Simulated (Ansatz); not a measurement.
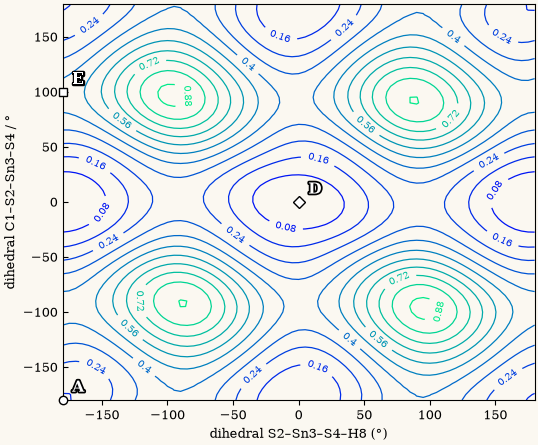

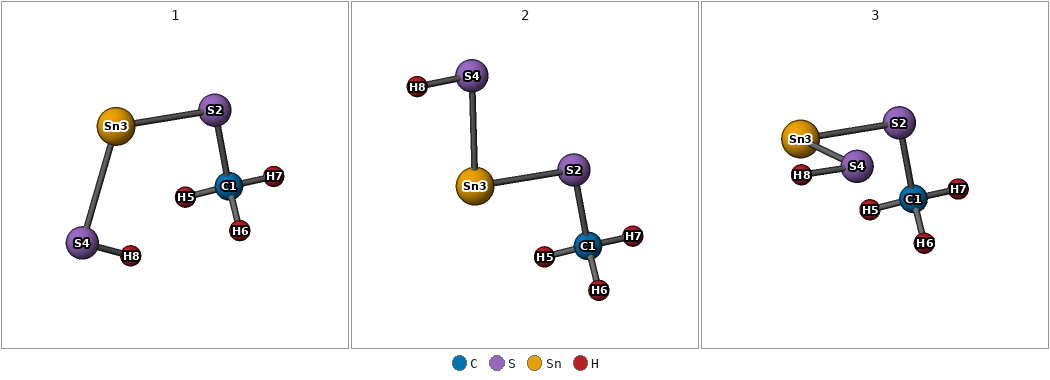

CH4S2Sn, SMILES C[S][Sn][SH]. Coordinates scanned: (1) dihedral S2–Sn3–S4–H8; (2) dihedral C1–S2–Sn3–S4. Nothing is relaxed (all other coordinates rigid). The scan uses an 18 × 18 grid. Points are written as (first, second). All energies are given in eV relative to the lowest grid point. Method: Ansatz, RKS PBE0-D4/def2-SVP.

The picture shows contour lines labelled in eV, lettered points. Between grid points the surface is interpolated. The numbered pictures are the structures at these points, in random order.

Which structure belongs to which point?

A is structure 2: (−180°, −180°), 0.16 eV; D is structure 1: (0°, 0°), 0.010 eV; E is structure 3: (−180°, 100°), 0.43 eV.
